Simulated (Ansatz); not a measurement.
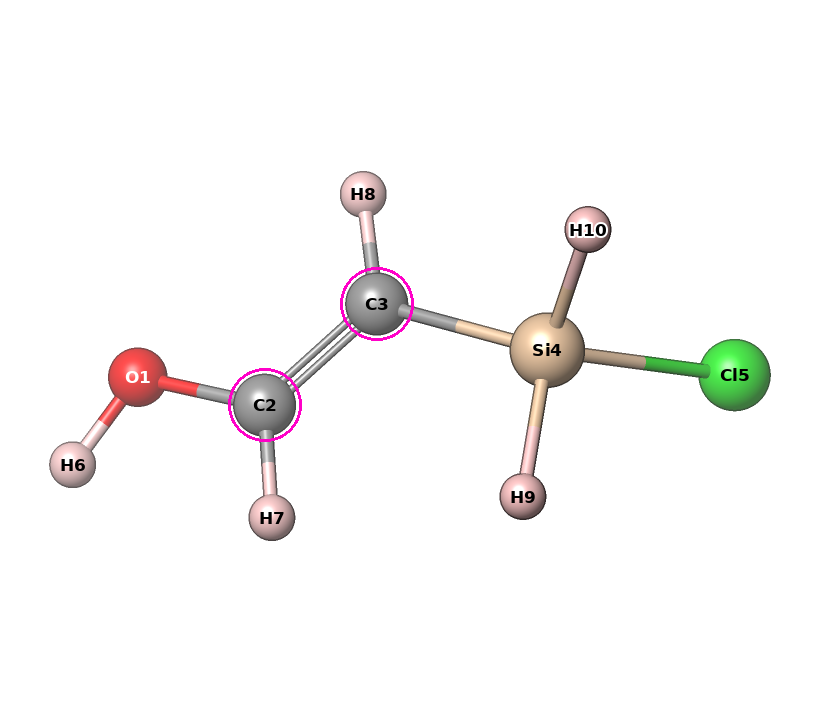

Depth is shown by fading: the farther an atom, the more it takes the colour of the background. Circles mark the stereogenic atoms. The computed structure is the end point of a PBE-D4/def2-SVP optimisation. No frequency run is at hand to confirm it as a minimum.

> Give the R/S and E/Z labels.

C2=C3: E.

> Write the isomeric SMILES.

O/C=C/[SiH2]Cl
